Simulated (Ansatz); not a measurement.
# Sensitivity of the G0W0 gap of SnSe2 (P-3m1)

Aim: change settings of a G0W0 run on SnSe2 (P-3m1) and see what moves.

Program: Ansatz 0.2.0. Level of theory: G0W0 on PBE, plane waves, norm-conserving pseudopotentials. Results are calculated unless marked as measured.

## 1. The starting structure

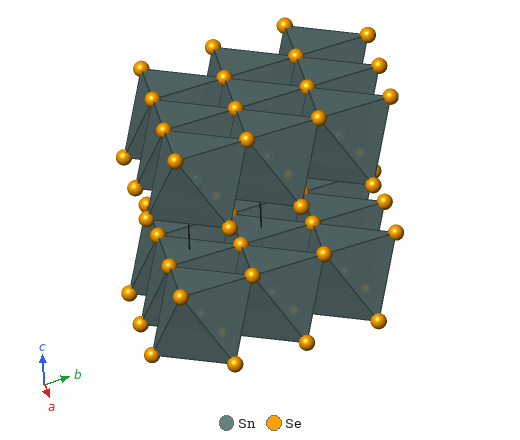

Start, viewed slightly off an axis; tin teal, selenium orange. 2×2×1 cells are drawn. Some periodic images of atoms are drawn too.

Geometry: measured cell, ions relaxed with PBE. The runs that relaxed it are not among those shown.

## 2. The base run: 6×6×4 mesh, 175 empty bands, screening to 100 eV, norm-conserving files

Now the one-shot GW correction: screening in the RPA, then the self-energy of the levels asked for. This step takes norm-conserving files.

File input.yaml:

```yaml
crystal:
  lattice:
    - [3.811, 0.0, 0.0]
    - [-1.9055, 3.3004228138, 0.0]
    - [0.0, 0.0, 6.136]
  atoms:
    - { symbol: Sn, position: [0.0, 0.0, 0.0] }
    - { symbol: Se, position: [0.3333333333, 0.6666666667, 0.2614399677] }
    - { symbol: Se, position: [0.6666666667, 0.3333333333, 0.7385600323] }
kpoints:
  mp_grid: { grid: [6, 6, 4] }
hamiltonian:
  xc: pbe
  pseudopotentials: { kind: nc }
scf:
  occupations: { method: fixed }
gw:
  n_empty_bands: 175
  ecut_chi: 100
  qp_bands: [v2, c2]
  qp_kpoints: band_edges
  screening: { model: contour_deformation }
```

The run is started by

```console
> ansatz run input.yaml --threads 2 --pin off --max-ram 92160MiB --backend cuda --events-out ev --progress --plain --runs-dir out --devices 1 --max-vram 13GiB
```

Numbers of over 12 decimals in the logs are rounded to 6 here.

The log of the run:

```text
GPUs: using 1 of 1 available (devices: 1).
Engine: ansatz 0.2.0, x86_64-unknown-linux-gnu
Pseudopotentials: kind: nc
Pseudopotential: Sn, nc, valence charge 14, recommended cutoff 979.609905 eV (normal), Sn.nc.azcp
Pseudopotential: Se, nc, valence charge 16, recommended cutoff 1170.089609 eV (normal), Se.nc.azcp
Functional definition: PBE
  parameter kappa = 0.804
  parameter beta = 0.066725
  exchange = pbe_x(kappa = kappa, mu = beta*pi^2/3)
  correlation = pbe_c(beta = beta)
device memory: the entry about to start is reckoned to put 2.4 GiB on a device that reports 69.3 GiB free (of which the cap on the GPU budget leaves the run 13.0 GiB)
GPU FFT provider: cuFFT
GPU libraries: cuBLAS 13.8.2, cuFFT 12.4.0, cuSOLVER 12.3.4
Crystal: 3 atoms, lattice volume = 77.178 Å³
Basis set: ecut = 1170.089609 eV, 7055 PW (Γ)
Bands: 28, of which v1, the nominal top of the filled ones, is band 23 counted from 1 (22 counted from 0)
Symmetry: 12 space group operations
Space group: P-3m1 (ITA 164), of the structure as read, at distance tolerance 4.3e-5 Å
k-points: 24 of 144
Non-local potential: Sn, projectors of the file, l = 0: 3, l = 1: 3, l = 2: 2, l = 3: 2
Non-local potential: Se, projectors of the file, l = 0: 2, l = 1: 2, l = 2: 2
Initial density: superposition of atomic densities (chi_scale 0.1, normalization cell, long waves kept (reshape's long-wave potential 0.10 eV rms))
Initial wavefunctions: pseudopotential atomic-orbital guess
GPU buffer pool allocated for 145800 grid points (all kernels)
GPU transforms: local potential and band sums: pruned to the plane-wave sphere, on 45×45×72
Functional: x = pbe(κ = 0.804, μ = 0.219515), c = pbe(β = 0.066725)
SCF iter   1: F=—  HF=-8807.390325 eV  |F-HF|=—  |Δ(HF+E_count)|=         —  Δρ=3.61e-2  dr2=1.95e0  ethr=3.10e-3  ⟨swp⟩=7.2  Hψ=2862  notcnv=0  defer=67
preconditioner: auto → Resta (q_TF=auto, 2.503 Å⁻¹)  ε∞=4.0  [insulator: Δε(μ)=0.496 eV  Ē_g=9.740 eV  n_scr=22 (ndim 8)  ℏωp=16.9 eV  f_vac=0.029  ε∞_Penn≈4.0]
SCF iter   2: F=—  HF=-8806.954364 eV  |F-HF|=—  |Δ(HF+E_count)|=   4.36e-1  Δρ=1.68e-2  dr2=2.51e-1  ethr=3.10e-3  ⟨swp⟩=4.2  Hψ=1170  notcnv=0  defer=64
SCF iter   3: F=—  HF=-8806.908011 eV  |F-HF|=—  |Δ(HF+E_count)|=   4.64e-2  Δρ=5.21e-3  dr2=1.77e-2  ethr=5.46e-4  ⟨swp⟩=4.8  Hψ=1297  notcnv=0  defer=69
SCF iter   4: F=—  HF=-8806.910713 eV  |F-HF|=—  |Δ(HF+E_count)|=   2.70e-3  Δρ=9.69e-4  dr2=7.40e-4  ethr=3.84e-5  ⟨swp⟩=4.9  Hψ=1763  notcnv=0  defer=70
SCF iter   5: F=—  HF=-8806.911196 eV  |F-HF|=—  |Δ(HF+E_count)|=   4.83e-4  Δρ=2.90e-4  dr2=4.55e-5  ethr=1.61e-6  ⟨swp⟩=4.2  Hψ=1561  notcnv=0  defer=70
SCF iter   6: F=—  HF=-8806.911278 eV  |F-HF|=—  |Δ(HF+E_count)|=   8.21e-5  Δρ=7.53e-5  dr2=4.28e-6  ethr=9.88e-8  ⟨swp⟩=3.8  Hψ=1302  notcnv=0  defer=69
[...]
E_kinetic    = 5626.383099
  E_local      = -6635.627898  (includes V_loc(G=0)·N_el)
  E_nonlocal   = -3649.094801
  E_hartree    = 2551.753261
  E_xc         = -1976.136663
  E_vxc        = -1283.227636  (∫ρ·V_xc dr)
  E_ewald      = -4724.188291
  E_smearing   = -0.000000  (= −TS)
  E_closure    = -0.000000  (closes the sum)
  Σ components = -8806.911292   (vs F -8806.911292, Δ=0.00e0)
--- Band table (eV; the first three rows and the last of 24) ---
  k-point 0: bands = [... 19 lower, 8.0592, 8.2662, 8.2662, 8.4535, 9.5231, 11.7238, 13.2602, 13.2602, ... 1 higher]
  k-point 1: bands = [... 19 lower, 7.9730, 7.9730, 8.3898, 8.3898, 10.5091, 11.7050, 13.0963, 13.0963, ... 1 higher]
  k-point 2: bands = [... 19 lower, 7.9218, 7.9218, 8.4798, 8.4798, 11.1476, 11.5953, 12.9423, 12.9423, ... 1 higher]
  k-point 23: bands = [... 19 lower, 4.4353, 4.8818, 8.1924, 8.1924, 10.8427, 12.8695, 12.8695, 14.4183, ... 1 higher]
--- G₀W₀: contour deformation, 7 samples at zero and on the imaginary axis and 2 off it, 144 q-points, 175 empty bands' worth ---
  eigenvalues of the whole cell's RPA ε∞ on this k-mesh (on a slab, of 1 + 4πα/V) = 11.1680, 14.4821, 14.4821; static W/v taken at q = 0 is 0.073855
  bands read: the sum over 198 bands ends inside a degenerate multiplet in 2 slots, whose members it reads at an even weight; the widest, k=2: bands 198 to 199 (counted from 1) at 1/2 each
  gw.qp_kpoints: band_edges: 19 of 24 stored k-points solved, in 1 pass; an edge of the gap read off the rows below is read off those points alone
    valence top: of the k-points left out ik 20 came nearest to being solved in a further pass, in band 23 (counted from 1, as in the quasiparticle table): it holds the edge there only if its correction is more favourable than any solved in that band by at least 0.502 eV; those differ by 0.060 eV
    conduction bottom: of the k-points left out ik 17 came nearest to being solved in a further pass, in band 24 (counted from 1, as in the quasiparticle table): it holds the edge there only if its correction is more favourable than any solved in that band by at least 0.709 eV; those differ by 0.158 eV
    ik  band        ε_KS         Σx   Σc(E_QP)       V_xc       Z   E_QP_lin       E_QP  E_QP is
     0    22      8.2662   -17.4876     1.7407   -15.4169  0.7218     7.9321     7.9362  root
     0    23      8.4535   -17.6476     1.7494   -15.5463  0.7308     8.0978     8.1016  root
     0    24      9.5231   -11.9543    -3.0394   -15.2213  0.7701     9.7515     9.7507  root
     0    25     11.7238    -8.1302    -3.9954   -12.2844  0.7748    11.8832    11.8826  root
     1    22      8.3898   -17.5199     1.6597   -15.5295  0.7264     8.0555     8.0591  root
     1    23      8.3898   -17.5199     1.6597   -15.5295  0.7264     8.0555     8.0591  root
     1    24     10.5091   -12.3223    -3.1972   -15.7468  0.7541    10.7377    10.7364  root
     1    25     11.7050    -8.4177    -4.0084   -12.6025  0.7729    11.8821    11.8814  root
[...]
23    22      8.1924   -17.3827     1.8188   -15.1947  0.7221     7.8174     7.8234  root
    23    23      8.1924   -17.3827     1.8188   -15.1947  0.7221     7.8174     7.8234  root
    23    24     10.8427   -11.9186    -3.7234   -15.8982  0.7151    11.1009    11.0989  root
    23    25     12.8695    -7.9745    -4.1573   -12.2942  0.7715    13.0323    13.0320  root
[key lines of the parts left out:]
SCF converged after 8 iterations
Free energy (F): -8806.911292 eV
Fermi energy:    8.544007 eV
```

The job ended after 49 s (1 × NVIDIA H100 80GB HBM3 (shared by 6 runs) with 2 threads of AMD EPYC 7R13 (Zen 3), shared host; peak memory 1.8 GiB; 72 s of CPU time).

The column dr2 measures how far the density is from self-consistency, as an energy; F and HF (Harris–Foulkes) agree once it is small.

This step gave:

- bands summed: 198
- RPA ε∞ on this mesh (eigenvalues): 11.17, 14.48, 14.48
- plane waves in the screening matrix: 161
- q-points in the mesh: 144
- G0W0 gap on the mesh: 1.149 eV
- k of the valence top: 0, 0.1667, -0.25
- k of the conduction bottom: 0, -0.5, -0.5
- starting gap on the mesh: 0.7022 eV
- Z at the valence top: 0.7294
- Z at the conduction bottom: 0.7527
- least direct G0W0 gap on the computed points: 1.649 eV

The gap on the mesh goes from 0.70 eV to 1.15 eV, a correction of +0.45 eV. Between the two edge states, bare exchange in place of the xc potential would open the gap by 4.81 eV, and correlation takes back 4.36 eV.

## 3. Variant: norm-conserving files, smooth pair densities

input.yaml: that of step 2 with these lines changed.

```diff
@@ -17,4 +17,4 @@
 gw:
-  n_empty_bands: 175
-  ecut_chi: 100
+  n_empty_bands: 125
+  ecut_chi: 80
   qp_bands: [v2, c2]
@@ -22 +22,2 @@
   screening: { model: contour_deformation }
+  pair_densities: pseudo
```

The log of the run:

```text
GPUs: using 1 of 1 available (devices: 1).
[...]
GPU FFT provider: cuFFT
GPU libraries: cuBLAS 13.8.2, cuFFT 12.4.0, cuSOLVER 12.3.4
Crystal: 3 atoms, lattice volume = 77.178 Å³
Basis set: ecut = 1170.089609 eV, 7055 PW (Γ)
Bands: 28, of which v1, the nominal top of the filled ones, is band 23 counted from 1 (22 counted from 0)
Symmetry: 12 space group operations
[...]
k-points: 24 of 144
[...]
GPU buffer pool allocated for 145800 grid points (all kernels)
[...]
SCF iter   1: F=—  HF=-8807.390325 eV  |F-HF|=—  |Δ(HF+E_count)|=         —  Δρ=3.61e-2  dr2=1.95e0  ethr=3.10e-3  ⟨swp⟩=7.2  Hψ=2862  notcnv=0  defer=67
[...]
SCF iter   8: F=-8806.911292 eV  HF=-8806.911292 eV  |F-HF|=4.32e-8  |Δ(HF+E_count)|=   5.98e-7  Δρ=5.75e-6  dr2=3.25e-8  ethr=2.17e-10  ⟨swp⟩=20.8  Hψ=5119  notcnv=0
SCF 1 converged in 8 iterations: F = -8806.911292 eV  dr2 = 3.25e-8
[...]
NSCF: frozen V_eff on 24 k-points, pencils in batches of 32, up to order 112
[...]
NSCF: frozen V_eff on 24 k-points
G₀W₀ screening: q 1/24
[... further progress lines ...]
SCF converged after 8 iterations
Free energy (F): -8806.911292 eV
[...]
Internal energy: -8806.911292 eV  (E = F + TS)
E sigma→0 (E₀):  -8806.911292 eV
Fermi energy:    8.544007 eV
[...]
--- Band table (eV; the first three rows and the last of 24) ---
  k-point 0: bands = [... 19 lower, 8.0592, 8.2662, 8.2662, 8.4535, 9.5231, 11.7238, 13.2602, 13.2602, ... 1 higher]
  k-point 1: bands = [... 19 lower, 7.9730, 7.9730, 8.3898, 8.3898, 10.5091, 11.7050, 13.0963, 13.0963, ... 1 higher]
  k-point 2: bands = [... 19 lower, 7.9218, 7.9218, 8.4798, 8.4798, 11.1476, 11.5953, 12.9423, 12.9423, ... 1 higher]
  k-point 23: bands = [... 19 lower, 4.4353, 4.8818, 8.1924, 8.1924, 10.8427, 12.8695, 12.8695, 14.4183, ... 1 higher]
[...]
0    22      8.2662   -17.0128     2.3653   -13.8469  0.7237     7.4336     7.4656  root
     0    23      8.4535   -17.2125     2.3634   -14.0060  0.7327     7.5803     7.6105  root
     0    24      9.5231   -10.4454    -2.7048   -13.1263  0.7717     9.4993     9.4993  root
     0    25     11.7238    -6.9739    -3.8996   -11.0896  0.7757    11.9410    11.9398  root
     1    22      8.3898   -17.0130     2.2779   -13.9332  0.7284     7.5590     7.5880  root
     1    23      8.3898   -17.0130     2.2779   -13.9332  0.7284     7.5590     7.5880  root
     1    24     10.5091   -10.8861    -2.7885   -13.6131  0.7559    10.4477    10.4475  root
     1    25     11.7050    -7.1635    -3.9056   -11.3021  0.7739    11.9392    11.9379  root
[...]
23    22      8.1924   -16.9776     2.4387   -13.6932  0.7240     7.3121     7.3468  root
    23    23      8.1924   -16.9776     2.4387   -13.6932  0.7240     7.3121     7.3468  root
    23    24     10.8427   -10.5782    -3.2044   -13.7017  0.7171    10.7622    10.7616  root
    23    25     12.8695    -6.8000    -4.0258   -11.0336  0.7735    13.0778    13.0773  root
```

Wall time 52 s (1 × NVIDIA H100 80GB HBM3 (shared by 6 runs) with 2 threads); peak memory 1.5 GiB.

The G0W0 gap on the mesh is 1.459 eV.

Against the base:

```tsv
setting	base	variant
empty bands	175	125
screening cutoff (eV)	100	80
pair densities	-	pseudo
```

```tsv
quantity	variant	base
starting gap on the mesh	0.702	0.702
G0W0 gap on the mesh	1.459	1.149
least direct G0W0 gap on the computed points	1.889	1.649
Z at the valence top	0.731	0.729
Z at the conduction bottom	0.755	0.753
```

## 4. Results

- base: 1.15 eV, 49 s
- norm-conserving files, smooth pair densities: 1.46 eV, 52 s

Norm-conserving files, smooth pair densities: the gap moves by +0.31 eV. The variant differs from the base in empty bands, screening cutoff and pair densities together, so the change can't be laid to one of them. All runs here use a coarse mesh and modest cutoffs; they test settings and are not final values. The 6×6×4 mesh is coarse for this cell (its supercell is 23 Å along the shortest edge). The RPA ε∞ on it, from the PBE start, is 11.17 and 14.48; such meshes misread the long-range screening, most where the gap is narrow. The many-body steps are scalar-relativistic: spin-orbit coupling is not in them.

[Paths, hosts, dates, memory and timing lines, banners, echoed tables and standing remarks are left out of the program output.]

[Logs are printed without paths, hosts, clocks, repeated set-up lines and the standing remarks that a program may print on its own settings, such as how far it seeks lower states.]

[Runs of the session that timed out or met a known fault of the program may be left out.]

[Cells called generated may have been cut or substituted from an entry of the Crystallography Open Database or the Materials Project.]

[Hosts, paths, dates, database ids (printed as entryN), source tags and the programs' standing remarks are cut or masked in the printed files.]
